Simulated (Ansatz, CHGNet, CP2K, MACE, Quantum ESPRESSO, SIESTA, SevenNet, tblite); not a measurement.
## Mg2+ BF4- in dimethyl sulfoxide and 1,3-dioxolane at 400 K (73 atoms): one structure in several programs

Aim: run Mg2+ BF4- in dimethyl sulfoxide and 1,3-dioxolane at 400 K (73 atoms) in several programs and set results and cost side by side. A plane-wave run serves as the reference.

Method: Kohn-Sham DFT, PBE, SSSP efficiency 1.3.0 pseudopotentials, plane waves, in Quantum ESPRESSO 7.5.

## 1. Starting point

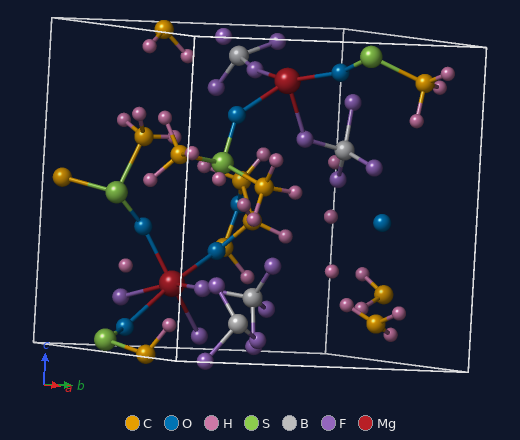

Start, viewed slightly off an axis; carbon orange, oxygen blue, hydrogen pink, sulfur green, boron light grey, fluorine purple, magnesium red. Bonds to atoms that aren't drawn are left out. Some periodic images of atoms are drawn too.

The cell holds 73 atoms: 11 C, 6 O, 30 H, 4 S, 4 B, 16 F and 2 Mg. Cell: a = 9.474 Å, b = 9.474 Å, c = 9.474 Å, α = 90.0°, β = 90.0°, γ = 90.0°. 4 dimethyl sulfoxide, 1 1,3-dioxolane, 2 Mg2+, 4 BF4- placed at random, at 1.53 g/cm³; overlaps pushed apart, then 10 ps at 550 K with stiff harmonic cages for PF6 and BF4 with UFF radii; divalent ions of Li, Roberts, Chakravorty and Merz (J. Chem. Theory Comput. 9, 2733 (2013)); MMFF94 bonds, angles, torsions, charges and radii (Halgren, J. Comput. Chem. 17, 490 (1996)) in harmonic and 12-6 forms; charges of ions scaled by 0.8. Snapshot after 30 ps at 400 K and fixed volume. Then every atom was moved at random, 0.03 Å r.m.s. a Cartesian component (hydrogen 0.6 of that).

## 2. Reference: Quantum ESPRESSO, plane waves

The input, pw.in:

```
&control
  calculation = 'scf'
  pseudo_dir = './pseudo'
  outdir = './tmp'
  disk_io = 'none'
  tprnfor = .true.
  tstress = .true.
/
&system
  ibrav = 0
  nat = 73
  ntyp = 7
  ecutwfc = 60
  ecutrho = 480
  nosym = .true.
  occupations = 'smearing'
  smearing = 'fd'
  degauss = 0.003675
/
&electrons
  conv_thr = 3.6e-07
  electron_maxstep = 100
  mixing_beta = 0.4
  mixing_mode = 'plain'
  diagonalization = 'david'
/
ATOMIC_SPECIES
C 12.011 C.upf
O 15.999 O.upf
H 1.008 H.upf
S 32.060 S.upf
B 10.810 B.upf
F 18.998 F.upf
Mg 24.305 Mg.upf
CELL_PARAMETERS angstrom
9.47375 0.00000 0.00000
0.00000 9.47375 0.00000
0.00000 0.00000 9.47375
ATOMIC_POSITIONS crystal
C 0.12008 0.62151 0.52647
C 0.23602 0.60870 0.40910
O 0.15806 0.53068 0.30883
C 0.03875 0.61331 0.31600
O 0.00306 0.67582 0.44890
H 0.13509 0.68391 0.61004
H 0.06813 0.51667 0.56467
H 0.31386 0.53882 0.46005
H 0.28103 0.70312 0.36679
H 0.04333 0.69757 0.22762
H 0.94766 0.54042 0.29173
C 0.75413 0.79620 0.12758
[... 57 atom lines left out ...]
F 0.27999 0.56740 0.87519
F 0.05189 0.55023 0.80675
Mg 0.49437 0.57541 0.85342
Mg 0.20522 0.36142 0.20530
K_POINTS gamma
```

The run is started by

```
> OMP_NUM_THREADS=1 mpirun -np 2 pw.x -in pw.in > output.txt
```

Numbers of over 12 decimals in the logs are rounded to 6 here.

What it wrote:

```text
Program PWSCF
     gamma-point specific algorithms are used
     Parallelization info
     sticks:   dense  smooth     PW     G-vecs:    dense   smooth      PW
     Min        6128    3061    766               509392   180045   22510
     Max        6129    3064    767               509397   180048   22515
     Sum       12257    6125   1533              1018789   360093   45025
     bravais-lattice index     =            0
     lattice parameter (alat)  =      17.9028  a.u.
     unit-cell volume          =    5738.0240 (a.u.)^3
     number of atoms/cell      =           73
     number of atomic types    =            7
     number of electrons       =       262.00
     number of Kohn-Sham states=          157
     kinetic-energy cutoff     =      60.0000  Ry
[... lines left out ...]
     scf convergence threshold =      3.6E-07
[... lines left out ...]
     number of k points=     1  Fermi-Dirac smearing, width (Ry)=  0.0037
[... lines left out ...]
     total energy              =   -1455.52386717 Ry
[... lines left out ...]
     total energy              =   -1456.98417092 Ry
[... lines left out ...]
     total energy              =   -1456.98520202 Ry
[... lines left out ...]
     total energy              =   -1456.99786279 Ry
[... lines left out ...]
     total energy              =   -1456.99786377 Ry
[... lines left out ...]
   -21.8146 -21.3337 -21.1227 -20.9274 -20.1665 -20.1569 -14.5462 -14.3521
[...]
5.1600   5.3540   5.5813   5.8086   5.8767   6.1298   6.2306   6.3297
     6.4909   6.5688   6.6871   6.7075   6.9035   6.9763   7.0430   7.2366
     7.3501   7.4038   7.5545   7.6154   7.6510
     the Fermi energy is     1.7844 ev
!    total energy              =   -1456.99786389 Ry
     estimated scf accuracy    <       0.00000007 Ry
     smearing contrib. (-TS)   =      -0.00000000 Ry
     internal energy E=F+TS    =   -1456.99786389 Ry
     The total energy is F=E-TS. E is the sum of the following terms:
     one-electron contribution =   -1277.21919392 Ry
     hartree contribution      =     744.81188765 Ry
     xc contribution           =    -317.26825006 Ry
     ewald contribution        =    -419.87070062 Ry
     one-center paw contrib.   =    -187.45160694 Ry
     convergence has been achieved in  10 iterations
     negative rho (up, down):  9.163E-06 0.000E+00
     Forces acting on atoms (cartesian axes, Ry/au):
     atom    1 type  1   force =    -0.05353448   -0.10867722   -0.08840618
     atom    2 type  1   force =     0.02487843   -0.08426542    0.14680816
     atom    3 type  2   force =     0.01799106    0.05397302    0.04887943
[...]
atom   72 type  7   force =    -0.04362336    0.00406766    0.03320979
     atom   73 type  7   force =    -0.01558661   -0.02196962   -0.08747987
     Total force =     0.941455     Total SCF correction =     0.000714
     Computing stress (Cartesian axis) and pressure
     negative rho (up, down):  9.163E-06 0.000E+00
          total   stress  (Ry/bohr**3)                   (kbar)     P=       43.13
   0.00028374   0.00001295   0.00007805           41.74        1.90       11.48
   0.00001295   0.00044789  -0.00003949            1.90       65.89       -5.81
   0.00007805  -0.00003949   0.00014786           11.48       -5.81       21.75
     Message from routine punch:
     Nothing written, as per user request (disk_io='none')
```

Wall time 97 s (2 MPI ranks of Arm Neoverse V2, shared host); peak memory 2.1 GiB.

Banners, paths, timers and routine set-up lines are dropped from the logs unmarked, and long logs keep their key lines alone; longer cuts are marked.

Numbers from this run:

| Item | Value |
| --- | --- |
| r.m.s. force component | 1.636 eV/Å |
| longest force | 7.959 eV/Å |
| pressure | 4.313 GPa |
| gap (highest filled to lowest empty level) | 4.215 eV |

## 3. Structure statistics

g(r), total and by pair (bins of 0.2 Å):

```tsv
r (Å)	total	H-H	H-F	H-C	H-O	H-B	H-S
0.90	0.27	0.00	0.00	2.15	0.00	0.00	0.00
1.10	2.85	0.00	0.00	23.00	0.00	0.00	0.00
1.30	0.75	0.00	0.00	0.00	0.00	0.00	0.00
1.50	0.82	0.00	0.00	0.00	0.00	0.00	0.00
1.70	0.55	2.52	0.00	0.00	0.00	0.00	0.00
1.90	1.18	3.91	0.00	0.00	0.96	0.00	0.00
2.10	0.55	0.18	0.00	0.24	2.64	0.00	0.00
2.30	1.02	1.14	0.78	0.59	0.00	0.00	4.61
2.50	0.90	0.59	0.56	0.81	0.87	0.00	6.48
2.70	0.80	0.85	0.78	0.98	0.97	0.00	0.41
2.90	0.93	0.90	0.91	1.19	2.41	0.34	1.01
3.10	0.93	0.72	1.33	1.09	1.34	1.46	0.91
3.30	0.92	1.27	0.83	0.84	1.04	2.31	0.52
3.50	0.90	0.54	0.79	1.34	1.40	1.13	0.46
3.70	1.05	1.38	0.67	1.12	1.08	0.62	0.80
3.90	1.02	1.29	1.11	0.67	0.63	1.11	0.36
4.10	0.97	0.80	1.10	0.67	0.66	1.68	0.33
4.30	0.95	0.81	1.25	0.83	0.62	0.61	0.63
4.50	1.19	1.12	1.36	0.76	0.75	0.84	1.11
```

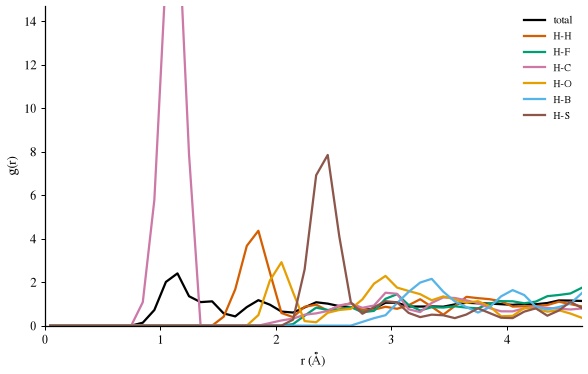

Pair distribution functions, lightly smoothed, with peaks cut at 14.

## 4. The other programs

The programs:
- CHGNet: machine-learned potential, published weights.
- CP2K 2026.2: Gaussian basis with GTH pseudopotentials and a plane-wave density; labels give functional, basis (MOLOPT sets; SR short-range, UZH the newer set with its own potentials), grid cutoff/relative cutoff and solver (OT: orbital transformation; TRS4, TC2, SIGN: linear-scaling purification with its sparsity filter), or its built-in tight binding.
- MACE: machine-learned potential, published weights.
- Quantum ESPRESSO 7.5: plane waves; labels (QE) give functional, pseudopotential set and cutoffs of waves/density.
- SIESTA 5.4.2: numerical atomic orbitals, whose automatically made sets are far from complete, with PseudoDojo norm-conserving potentials that we converted to its format (checked against plane waves on the same files for H, C, O, Si, Ge and Ca alone); labels give functional, basis size, energy shift and mesh cutoff.
- SevenNet: machine-learned potential, published weights.
- tblite 0.8.0: extended tight binding, driven from Python.

All use the same cell and atoms; the electronic-structure runs use the same k-mesh, and an electronic temperature of 580 K (0.05 eV) where levels are smeared.

Differences are against the plane-wave reference, forces as r.m.s. over components; share is that over the reference's r.m.s. force, slope the least-squares factor from reference forces to these. Total energies of different programs have different zeros and aren't compared.

```tsv
run	Δ force, r.m.s. (meV/Å)	share (%)	slope	Δ pressure (GPa)	Δ gap (eV)	cores	CPU time	memory (GiB)
reference	-	-	-	-	-	2	3.2 min	2.1
CHGNet r2SCAN potential	403	24.6	0.831	-2.90	-	1	3.4 s	1.2
CP2K GFN1-xTB, OT DIIS	290	17.7	0.922	-4.58	-	1	2.5 s	0.27
CP2K PBE, DZVP-MOLOPT-SR, 800/50 Ry, OT DIIS	214	13.1	1.058	0.981	0.0444	4	5.4 min	2.7
CP2K PBE, SZV-MOLOPT-SR, 800/50 Ry, OT DIIS (coarse)	2536	155	1.738	12.7	0.577	2	3.5 min	1.6
CP2K PBE, SZV-MOLOPT-SR, 800/50 Ry, SIGN filter 1e-04, SCF 1e-05 (coarse)	2540	155	1.738	12.8	-	1	39 s	1.5
CP2K PBE, SZV-MOLOPT-SR, 800/50 Ry, SIGN filter 1e-06, SCF 1e-06 (coarse)	2540	155	1.739	12.7	-	1	47 s	1.5
CP2K PBE, SZV-MOLOPT-SR, 800/50 Ry, SIGN filter 1e-07, SCF 1e-07 (coarse)	2537	155	1.739	12.7	-	1	58 s	1.5
MACE MP-0b3 medium potential	220	13.5	0.931	-0.536	-	1	7.1 s	1.1
QE PBE+D3(BJ), sssp-1.3.0-efficiency, 60/480 Ry	7.21	0.441	1.000	-0.829	0	2	3.2 min	2.1
SIESTA PBE, DZP, shift 0.01 Ry, mesh 500 Ry	364	22.2	1.093	0.776	-0.0724	2	2.2 min	1.3
SIESTA PBE, SZP, shift 0.01 Ry, mesh 500 Ry (coarse)	1207	73.8	1.230	6.76	-0.812	1	1.7 min	0.92
SIESTA revPBE, PBE potentials, DZP, shift 0.01 Ry, mesh 500 Ry	325	19.9	1.096	1.88	-0.0195	2	2.2 min	1.3
SevenNet 0 potential	218	13.3	0.942	-0.776	-	1	6.9 s	0.91
tblite GFN1-xTB	289	17.7	0.919	-3.97	-	1	2 s	0.13
```

Rows marked coarse were listed beforehand as settings not expected to be converged; some can still land near the reference.

Times of the machine-learned potentials are mostly Python's start and the loading of weights.

CPU time is summed over cores on a shared host, where runs went side by side, so it is rough. Symmetry, cutoffs, thresholds, outputs and thread counts weren't matched or tuned between programs; memory under MPI is the largest rank's times the ranks.

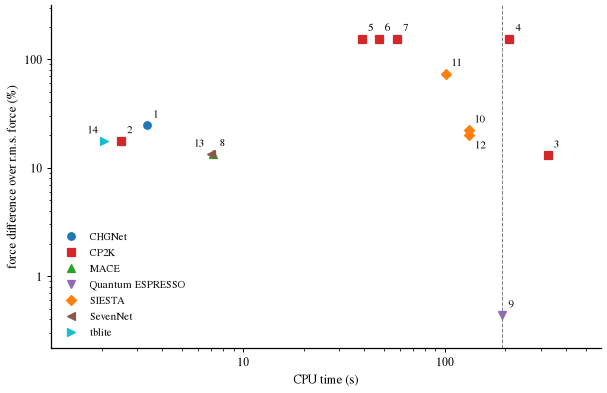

Force difference against CPU time; the dashed line marks the reference's time. Points: 1 CHGNet r2SCAN potential; 2 CP2K GFN1-xTB, OT DIIS; 3 CP2K PBE, DZVP-MOLOPT-SR, 800/50 Ry, OT DIIS; 4 CP2K PBE, SZV-MOLOPT-SR, 800/50 Ry, OT DIIS; 5 CP2K PBE, SZV-MOLOPT-SR, 800/50 Ry, SIGN filter 1e-04, SCF 1e-05; 6 CP2K PBE, SZV-MOLOPT-SR, 800/50 Ry, SIGN filter 1e-06, SCF 1e-06; 7 CP2K PBE, SZV-MOLOPT-SR, 800/50 Ry, SIGN filter 1e-07, SCF 1e-07; 8 MACE MP-0b3 medium potential; 9 QE PBE+D3(BJ), sssp-1.3.0-efficiency, 60/480 Ry; 10 SIESTA PBE, DZP, shift 0.01 Ry, mesh 500 Ry; 11 SIESTA PBE, SZP, shift 0.01 Ry, mesh 500 Ry; 12 SIESTA revPBE, PBE potentials, DZP, shift 0.01 Ry, mesh 500 Ry; 13 SevenNet 0 potential; 14 tblite GFN1-xTB.

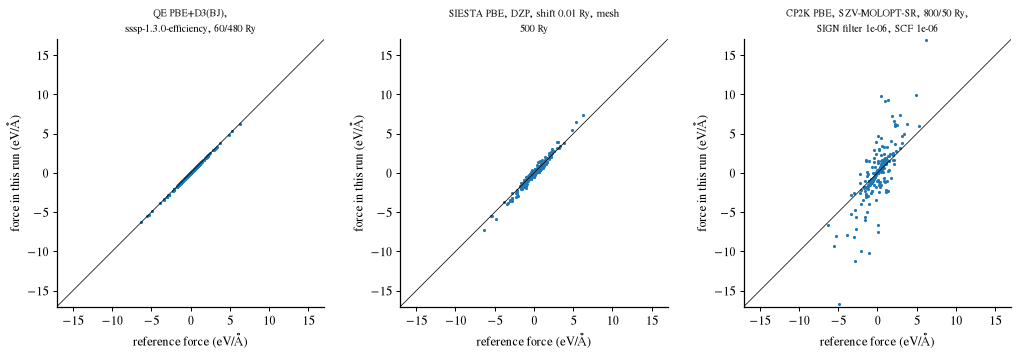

Force components against those of the reference; the line marks equality.

Left out of the table, since they converged to an unphysical state: CP2K PBE, DZVP-MOLOPT-SR, 280/50 Ry, OT DIIS (forces off by up to 102 eV/Å).

Left out of this page: tblite IPEA1-xTB (killed or ended with an error).

Mean charges by element (e), by run and scheme:

```tsv
run	scheme	C	O	H	S	B	F
CP2K GFN1-xTB, OT DIIS	Mulliken	+0.04	-0.44	+0.07	+0.29	+0.81	-0.37
CP2K PBE, DZVP-MOLOPT-SR, 800/50 Ry, OT DIIS	Mulliken	-0.22	-0.41	+0.09	+0.69	+0.40	-0.30
SIESTA PBE, DZP, shift 0.01 Ry, mesh 500 Ry	Hirshfeld	-0.05	-0.17	+0.03	+0.36	+0.13	-0.14
SIESTA revPBE, PBE potentials, DZP, shift 0.01 Ry, mesh 500 Ry	Hirshfeld	-0.05	-0.17	+0.03	+0.36	+0.13	-0.14
tblite GFN1-xTB	Mulliken	+0.04	-0.43	+0.07	+0.30	+0.75	-0.35
```

Within one program, basis, potentials and functional, energies share a zero. Each run against its twin at the usual cutoff or grid and solver:

```tsv
run	twin	Δ energy (meV/atom)	Δ force, r.m.s. (meV/Å)	CPU time over the twin's
CP2K PBE, SZV-MOLOPT-SR, 800/50 Ry, SIGN filter 1e-04, SCF 1e-05	SZV-MOLOPT-SR, 800/50 Ry, OT DIIS	0.567	10.7	0.18 (this twin ran on 2 cores)
CP2K PBE, SZV-MOLOPT-SR, 800/50 Ry, SIGN filter 1e-06, SCF 1e-06	SZV-MOLOPT-SR, 800/50 Ry, OT DIIS	0.0204	6.41	0.23 (this twin ran on 2 cores)
CP2K PBE, SZV-MOLOPT-SR, 800/50 Ry, SIGN filter 1e-07, SCF 1e-07	SZV-MOLOPT-SR, 800/50 Ry, OT DIIS	-0.0037	1.59	0.28 (this twin ran on 2 cores)
```

A second geometry, displaced anew (every atom was moved at random, 0.08 Å r.m.s. a Cartesian component (hydrogen 0.6 of that)), gives an energy difference that all programs can be tested on. The reference puts it at 86.43 meV/atom.

```tsv
run	energy less the first geometry's (meV/atom)	error (meV/atom)	force share at the second geometry (%)
CP2K GFN1-xTB, OT DIIS	82.29	-4.14	13.7
SevenNet 0 potential	84.14	-2.28	8.67
tblite GFN1-xTB	82.28	-4.15	13.7
CP2K PBE, DZVP-MOLOPT-SR, 800/50 Ry, OT DIIS	88.49	2.06	6.34
MACE MP-0b3 medium potential	86.97	0.536	7.56
SIESTA PBE, DZP, shift 0.01 Ry, mesh 500 Ry	88.16	1.73	14.4
CHGNet r2SCAN potential	78.86	-7.57	19.0
CP2K PBE, SZV-MOLOPT-SR, 800/50 Ry, OT DIIS	110.2	23.7	92.5
CP2K PBE, SZV-MOLOPT-SR, 800/50 Ry, SIGN filter 1e-06, SCF 1e-06	110.2	23.7	92.6
CP2K PBE, SZV-MOLOPT-SR, 800/50 Ry, SIGN filter 1e-04, SCF 1e-05	110.4	24.0	92.8
SIESTA PBE, SZP, shift 0.01 Ry, mesh 500 Ry	103.5	17.1	47.9
CP2K PBE, SZV-MOLOPT-SR, 800/50 Ry, SIGN filter 1e-07, SCF 1e-07	110.2	23.7	92.5
QE PBE+D3(BJ), sssp-1.3.0-efficiency, 60/480 Ry	86.23	-0.197	0.372
SIESTA revPBE, PBE potentials, DZP, shift 0.01 Ry, mesh 500 Ry	89.36	2.93	13.2
```

## 5. Summary of results

```json
{
  "reference r.m.s. force component": "1.64 eV/Å",
  "nearest in forces": "QE PBE+D3(BJ), sssp-1.3.0-efficiency, 60/480 Ry, 0.44 %",
  "farthest in forces": "a tie at 155 % of 4 runs: CP2K PBE, SZV-MOLOPT-SR, 800/50 Ry, OT DIIS (coarse); CP2K PBE, SZV-MOLOPT-SR, 800/50 Ry, SIGN filter 1e-04, SCF 1e-05 (coarse); CP2K PBE, SZV-MOLOPT-SR, 800/50 Ry, SIGN filter 1e-06, SCF 1e-06 (coarse); others",
  "cheapest electronic-structure run beside the reference": "tblite GFN1-xTB, 2 s of CPU time"
}
```

The PBE runs in local orbitals, coarse settings apart, differ by 13 % (CP2K PBE, DZVP-MOLOPT-SR, 800/50 Ry, OT DIIS) to 22 % (SIESTA PBE, DZP, shift 0.01 Ry, mesh 500 Ry); basis, grid and potentials can all enter. Tight binding differs by 18 % in each run; it is another model, with fitted parameters of its own, and the xTB methods hold dispersion. Machine-learned potentials differ by 13 % (SevenNet 0 potential) to 25 % (CHGNet r2SCAN potential); they were trained on other programs' data, some at another functional. In the reference's own program, potentials and cutoffs, a change of model alone moves forces by 0.44 % (QE PBE+D3(BJ), sssp-1.3.0-efficiency, 60/480 Ry). Other rows with another functional or a dispersion term differ by 20 % (SIESTA revPBE, PBE potentials, DZP, shift 0.01 Ry, mesh 500 Ry), which mixes the change of model with differences of basis and potentials, some of them made for another functional. Runs with settings chosen to be coarse differ by 74 % (SIESTA PBE, SZP, shift 0.01 Ry, mesh 500 Ry) to 155 % (CP2K PBE, SZV-MOLOPT-SR, 800/50 Ry, SIGN filter 1e-06, SCF 1e-06), their programs' other errors included. Of the electronic-structure runs that take under half the reference's CPU time, tblite GFN1-xTB is among the nearest, at 18 % in 2 s against 3.2 min; its pressure misses by -4.0 GPa. At the same functional, gaps differ from the reference's 4.21 eV by between -0.81 and +0.58 eV. A likely cause of the wide gaps: compact atomic orbitals describe empty levels worse than filled ones. In pressure, CP2K PBE, SZV-MOLOPT-SR, 800/50 Ry, SIGN filter 1e-04, SCF 1e-05 misses by +12.8 GPa, at the same functional. Charges hang on model, scheme and program or settings: among these rows the mean for B runs from +0.13 to +0.81 e. With SIGN, tightening the sparsity filter from 1e-04 to 1e-07, and the SCF threshold with it, takes the force difference from the cubic solver from 11 to 1.6 meV/Å, and the CPU time from 0.18 to 0.28 times the cubic solver's. The energy difference between the two geometries, 86.4 meV/atom in the reference, is met best by QE PBE+D3(BJ), sssp-1.3.0-efficiency, 60/480 Ry (-0.197) and worst by CP2K PBE, SZV-MOLOPT-SR, 800/50 Ry, OT DIIS (coarse) (+23.7), CP2K PBE, SZV-MOLOPT-SR, 800/50 Ry, SIGN filter 1e-06, SCF 1e-06 (coarse) (+23.7), CP2K PBE, SZV-MOLOPT-SR, 800/50 Ry, SIGN filter 1e-04, SCF 1e-05 (coarse) (+24) and CP2K PBE, SZV-MOLOPT-SR, 800/50 Ry, SIGN filter 1e-07, SCF 1e-07 (coarse) (+23.7). In the reference: filled and empty levels are parted by 4.21 eV (on the run's k-points); a semilocal functional tends to put such gaps too low. In a disordered cell it changes from sample to sample and from frame to frame. Periodic xTB results under one method name differ between programs and library versions. The potentials hold different valence shells: 262 electrons in the reference, 278 in CP2K with SZV-MOLOPT-SR and 278 in SIESTA; this bears on time and differences. The reference's pressure holds the uncorrected Pulay stress of its 60 Ry basis, so small pressure differences, and their order, may be the reference's own error. Machine-learned potentials mimic data converged in k, so the reference's own k-point error enters their differences. The network of contacts between molecules at the start is that of the classical potential that made the cell, and needn't be the one that DFT or experiment would give. The reference's stress is far from hydrostatic: its diagonal is 4.2, 6.6, 2.2 GPa, compression counted positive. The reference's PBE has no dispersion term, which matters for the binding between molecules or layers. The electronic-structure runs sample only Γ, in a cell whose shortest periodic width is 9 Å.

[Also dropped from logs without a mark: logging warnings of Python, and SIESTA's first energy breakdown and zero terms.]

[Logs are printed without paths, hosts, clocks, repeated set-up lines and the standing remarks that a program may print on its own settings, such as how far it seeks lower states.]

[Hosts, paths, dates, database ids (printed as entryN), source tags and the programs' standing remarks are cut or masked in the printed files.]

[The MMFF94 radii named for the starting cell were scaled by 0.96; in molecules described by MMFF94, hydrogen bound to N, O or S took a small fixed 12-6 site in their place.]
